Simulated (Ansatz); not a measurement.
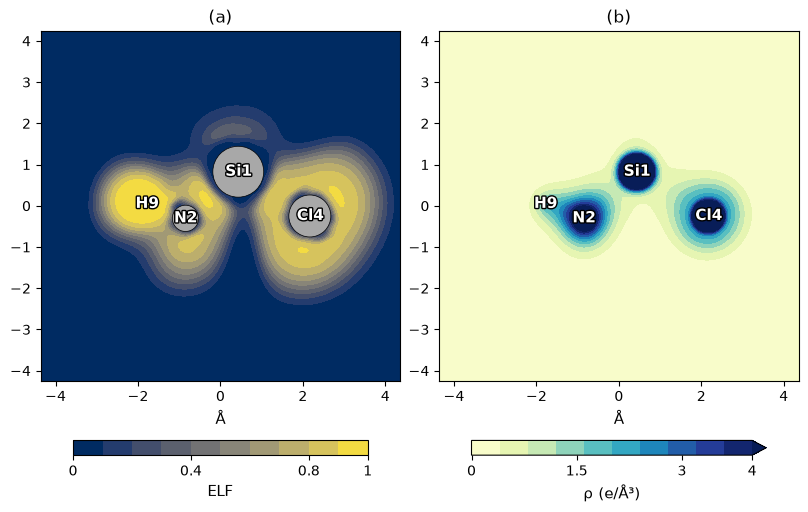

The picture shows: Cl2H3NSi···H2O. (a) electron localisation function; (b) total electron density on the plane of atoms N2, Si1 and Cl4. Grey discs cover the atomic cores in the ELF map.

The reactant side of a reaction path; geometry: PBE0-D4/def2-TZVP; a saddle point, not a minimum.

All numbers below come from Ansatz, RKS PBE0-D4/def2-TZVPP.

```yaml
atoms:
  - { symbol: Si, position_ang: [-0.4775, -0.9179, -0.6359] }
  - { symbol: N, position_ang: [1.0248, -0.1836, -0.2856] }
  - { symbol: Cl, position_ang: [-0.3389, -2.6387, -1.7396] }
  - { symbol: Cl, position_ang: [-1.3235, -1.4129, 1.1546] }
  - { symbol: H, position_ang: [-1.3249, 0.0250, -1.3789] }
  - { symbol: H, position_ang: [0.2787, 1.4617, 0.7648] }
  - { symbol: O, position_ang: [-0.2573, 2.2083, 1.0668] }
  - { symbol: H, position_ang: [1.6814, -0.6823, 0.2980] }
  - { symbol: H, position_ang: [1.5073, 0.2774, -1.0449] }
  - { symbol: H, position_ang: [-0.7700, 1.8628, 1.8005] }
```

**Interpret the plot.**

- The section cuts through Si, N, Cl and H sites.
- Si–N (1.71 Å): ρ is about 1.2 e/Å³ halfway; the ELF peaks at about 0.90 between the atoms; a polar covalent bond.
- Si–Cl (2.04 Å): ρ at the midpoint is about 0.94 e/Å³; the ELF peaks at about 0.90 between the atoms; a polar covalent bond.
- N–H (1.01 Å): the density is about 2.9 e/Å³ at the midpoint; the ELF climbs to about 1 towards the hydrogen, as it does in any bond to H (an ordinary covalent bond to hydrogen).
- The ELF also peaks beside Cl4, away from the bonds: lone-pair regions.
